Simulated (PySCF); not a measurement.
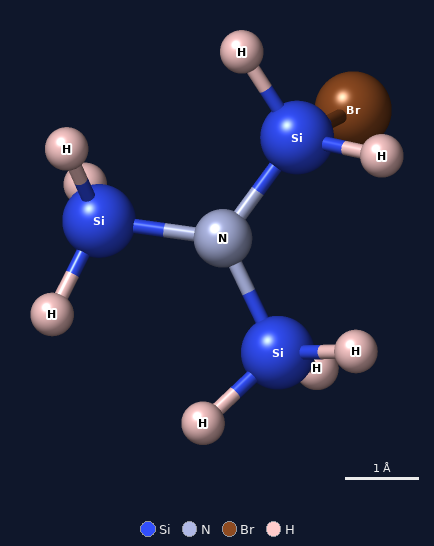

Figure 1. The structure (ball-and-stick view, seen on its broad side).

## Excited-state calculation, with input and output: Si3NH8Br

- system: Si3NH8Br, SMILES [SiH3]N([SiH3])[SiH2]Br
- method: TDDFT PBE0/def2-SVPD, vertical, gas phase, core orbitals frozen in the response (PySCF 2.14.0)

The geometry comes from this level: GFN2-xTB.

The program's output:
```
coarse grid: 51464 points
cycle   1  E = -3500.8934325901  dE = -8.441e-01  |g| = 4.473e-01  |ddm| = 4.435e+00
cycle   2  E = -3500.8365284386  dE =  5.690e-02  |g| = 6.578e-01  |ddm| = 1.417e+00
cycle   3  E = -3500.9355242792  dE = -9.900e-02  |g| = 8.137e-02  |ddm| = 8.421e-01
cycle   4  E = -3500.9371475981  dE = -1.623e-03  |g| = 2.701e-02  |ddm| = 1.771e-01
cycle   5  E = -3500.9373721723  dE = -2.246e-04  |g| = 6.461e-03  |ddm| = 5.037e-02
cycle   6  E = -3500.9373789671  dE = -6.795e-06  |g| = 7.230e-04  |ddm| = 1.036e-02
final grid: 102824 points
cycle   7  E = -3500.9373092620  dE = -1.502e-07  |g| = 6.731e-04  |ddm| = 6.491e-03
cycle   8  E = -3500.9373092063  dE =  5.569e-08  |g| = 8.550e-04  |ddm| = 2.368e-03
cycle   9  E = -3500.9373093990  dE = -1.927e-07  |g| = 1.831e-04  |ddm| = 1.252e-03
cycle  10  E = -3500.9373094067  dE = -7.683e-09  |g| = 1.406e-05  |ddm| = 2.262e-04
cycle  11  E = -3500.9373094067  dE = -6.276e-11  |g| = 5.458e-06  |ddm| = 3.451e-05
```

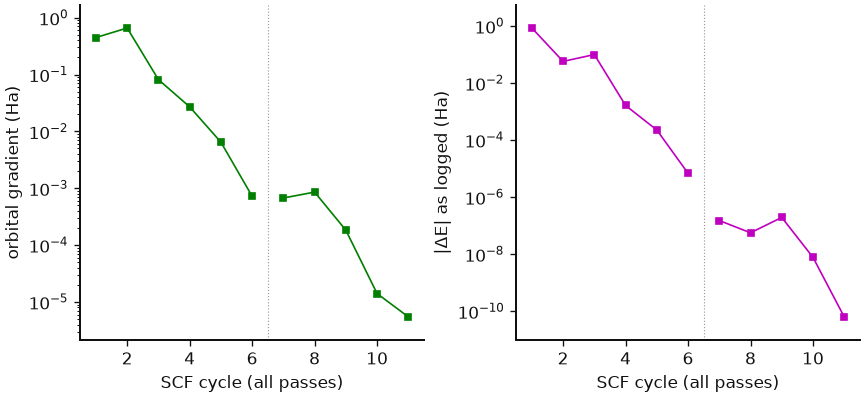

Figure 2. Convergence of the self-consistent field: orbital gradient and size of the energy change against the SCF cycle. The dotted line marks the change from a coarse to the final integration grid. The first 6 cycles use a coarse grid, the final grid takes over at cycle 7, and the field converges after 11 cycles in all.

```
converged SCF energy = -3500.9373094067

Static polarisability (au): isotropic 103.878, principal 94.598 102.356 114.681

Singlet excitations
state   eV       nm        f      main configurations
  1   6.0995    203.3   0.00371   H->L 0.97
  2   6.4675    191.7   0.04207   H->L+1 0.96
  3   6.8284    181.6   0.00759   H-1->L 0.69, H-1->L+1 0.29
  4   6.8896    180.0   0.00792   H-1->L+1 0.67, H-1->L 0.28
  5   7.1304    173.9   0.01310   H-2->L 0.48, H->L+3 0.25, H-2->L+1 0.17
  6   7.1500    173.4   0.03201   H-2->L+1 0.64, H-2->L 0.31

Triplet excitations (Tamm-Dancoff, eV): 5.8025 6.1504
```

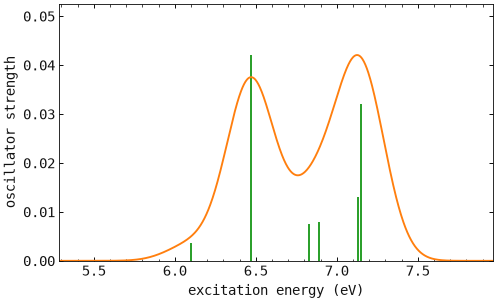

Figure 3. Computed excitations as sticks (degenerate states added up, dark ones marked on the axis), with a Gaussian envelope of 0.35 eV full width at half maximum, scaled to the tallest. Of the 6 states the lowest lies at 6.10 eV (f = 0.004); the strongest line is at 6.47 eV, or 192 nm (f = 0.042).

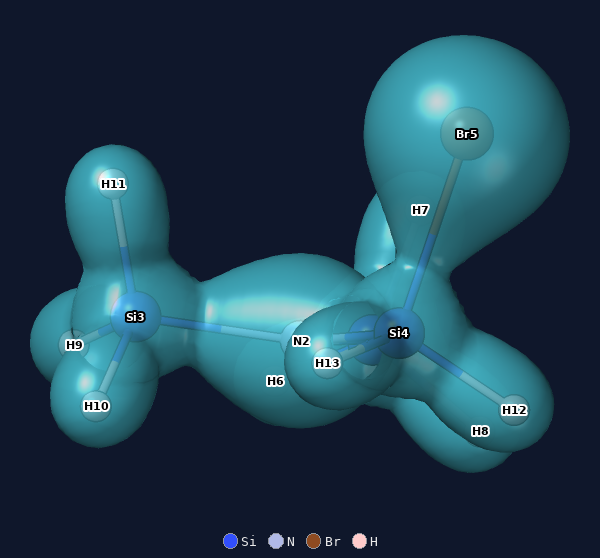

Figure 4. Isosurface of the electron density at 0.5 e/Å³ (cyan), seen from the side. At this value the surface is in one piece. On the grid the lowest density along these lines, outside the cores, is 0.9 e/Å³ (Si–N, 1.72 Å), 0.58 e/Å³ (Si–Br, 2.20 Å) and 0.83 e/Å³ (Si–H, 1.45 Å).

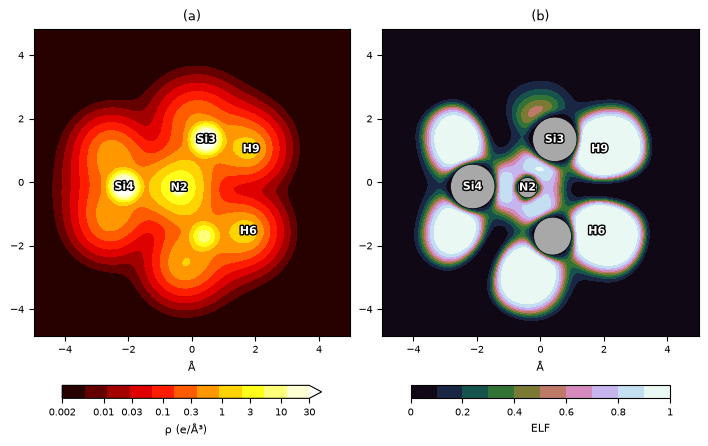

Figure 5. (a) electron density; (b) ELF on the plane of atoms Si3, N2 and Si4. Grey discs, where drawn, cover atomic cores. The section cuts through N, Si and H sites. Si–H (1.46 Å): ρ is about 0.81 e/Å³ halfway; the ELF climbs to about 1 towards the hydrogen, as it does in any bond to H.

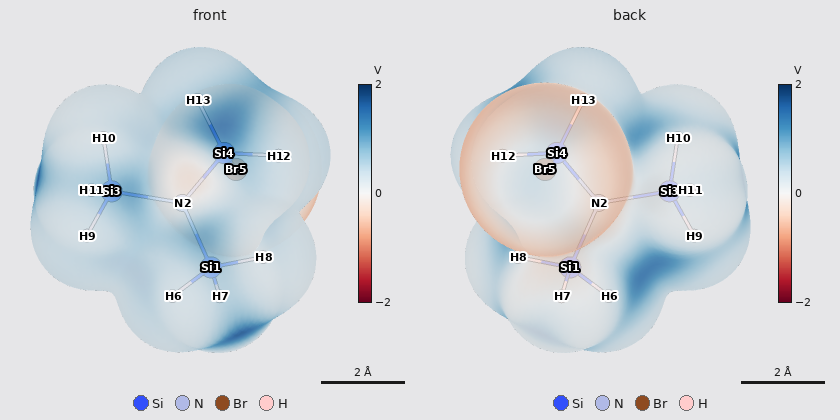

Figure 6. The electrostatic potential painted on the density surface at 0.002 e/bohr³, seen at a tilt and from behind; the colour scale runs from red (negative) to blue (positive). Its dipole moment is 1.74 D.

The run was set up as follows.

Input:
```
{"job": {"kind": "uv", "xc": "PBE0", "basis": "def2-SVPD", "nstates": 6, "ntriplets": 2}, "charge": 0, "multiplicity": 1}
Si    -1.019922    -1.328322    -0.562264
N     -0.097511    -0.033096     0.168042
Si    -0.724934     1.591042     0.331601
Si     1.589583    -0.282747     0.424508
Br     2.651595    -0.064831    -1.494404
H     -2.424766    -1.015280    -0.341482
H     -0.695335    -1.414004    -1.986897
H     -0.619510    -2.553491     0.131437
H     -2.174754     1.494115     0.243574
H     -0.287138     2.066862     1.644713
H     -0.169193     2.435446    -0.727532
H      1.838823    -1.644505     0.861037
H      2.128675     0.749296     1.289940
```

The first line tells a small driver script what to run in PySCF; the rest is the geometry in Å.

Command:
```bash
OMP_NUM_THREADS=1 python <driver script> task.json out
```

Summary:

```json
{"quantity": "outcome", "value": "converged"}
{"quantity": "total energy", "value": "−3500.937309 hartree"}
{"quantity": "HOMO", "value": "−7.80 eV"}
{"quantity": "LUMO", "value": "−0.39 eV"}
{"quantity": "dipole moment", "value": "1.74 D"}
{"quantity": "mean polarisability", "value": "103.88 a.u."}
{"quantity": "lowest singlet excitation", "value": "6.10 eV"}
{"quantity": "hardware", "value": "1 CPU thread, shared host"}
{"quantity": "wall time", "value": "32 s"}
{"quantity": "peak memory", "value": "0.8 GiB"}
```

Remarks:

Spin–orbit coupling is left out, which matters for the heavy atoms.
